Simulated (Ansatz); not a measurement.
**F4HOTa···H2O: density, localisation and related maps**

```xyz
10

Ta   -0.1571   -0.2576   -0.0095
F     1.7417   -0.3542    0.2306
O    -0.3984   -0.7460    1.7965
H    -0.4477   -0.9765    2.7267
F     0.2366    0.3655   -1.7569
F    -1.4336    1.1060    0.1261
F    -0.9029   -1.8265   -0.6830
O     1.4882    2.2496    1.1179
H     1.4345    2.3220    2.0822
H     2.2003    1.5843    0.9677
```

Core potentials replace the inner electrons of Ta; not at a stationary point (largest force 1.0 eV/Å).

Computed with RKS B3LYP-D4/def2-SVP (Ansatz).

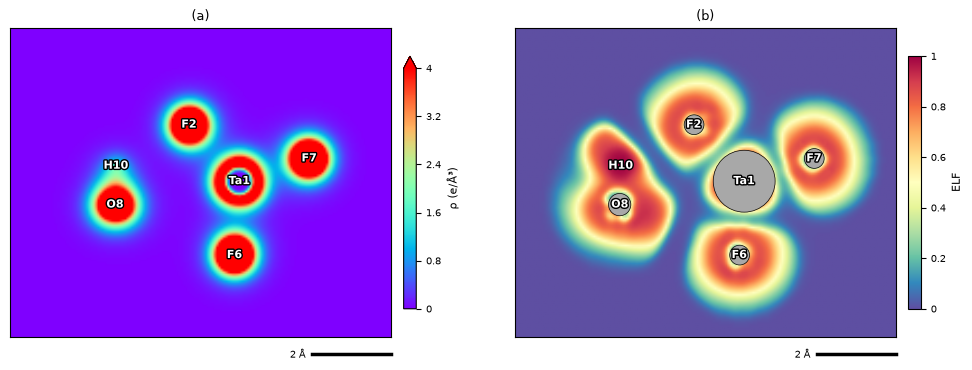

Figure 1. (a) electron density; (b) ELF on the plane of atoms F6, Ta1 and F7. Grey discs cover the atomic cores in the ELF map.

### Read the bonding off the picture.

- The plane passes through Ta, F, O and H nuclei.
- Ta1···O8 (3.20 Å): the density falls to about 0.05 e/Å³ on the way; the ELF dips to about 0 between them.
- Ta–F (1.86 Å): ρ at the midpoint is about 1 e/Å³; the ELF peaks at about 0.80 in the valence shell of F, 0.5 Å from its nucleus, and drops to about 0.25 between the two atoms.
- O–H (0.99 Å): ρ at the midpoint is about 3.5 e/Å³; the ELF climbs to about 1 towards the hydrogen, as it does in any bond to H (an ordinary covalent bond to hydrogen).
- Ta–F (1.92 Å): ρ at the midpoint is about 0.9 e/Å³; the ELF peaks at about 0.85 in the valence shell of F, 0.5 Å from its nucleus, and drops to about 0.25 between the two atoms.

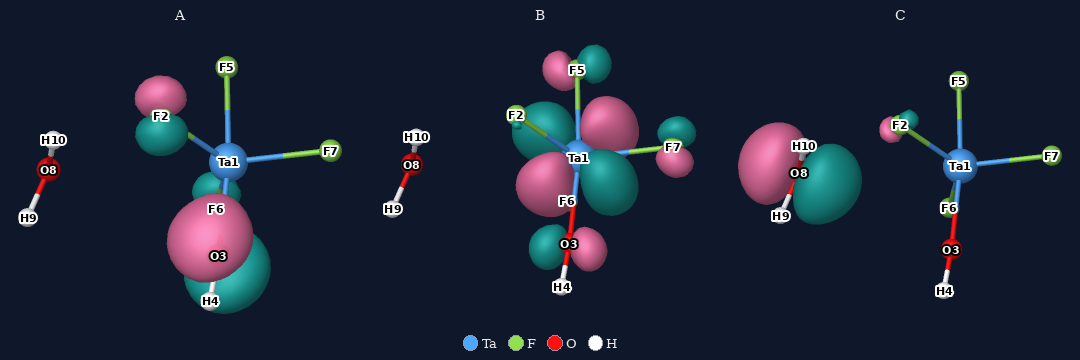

Figure 2. Three frontier orbitals at ±0.2 Å⁻³ᐟ² (teal and pink are the two phases), in no order.

### Order the three orbitals by energy and name them.

A is the HOMO−1 (−10.00 eV). Its weight (Hirshfeld) is mainly on O3 (about 70 %), F2 (about 10 %) and F6 (about 10 %); largely a lone pair of O3. C is the HOMO (−9.01 eV). It lies mainly on O8 (about 85 %); largely a lone pair of O8. B is the LUMO (−2.04 eV). It lies mainly on Ta1 (about 70 %), O3 (about 10 %), F5 (about 10 %) and F7 (about 5 %).

### What is the HOMO–LUMO gap?

6.97 eV between the orbital energies.
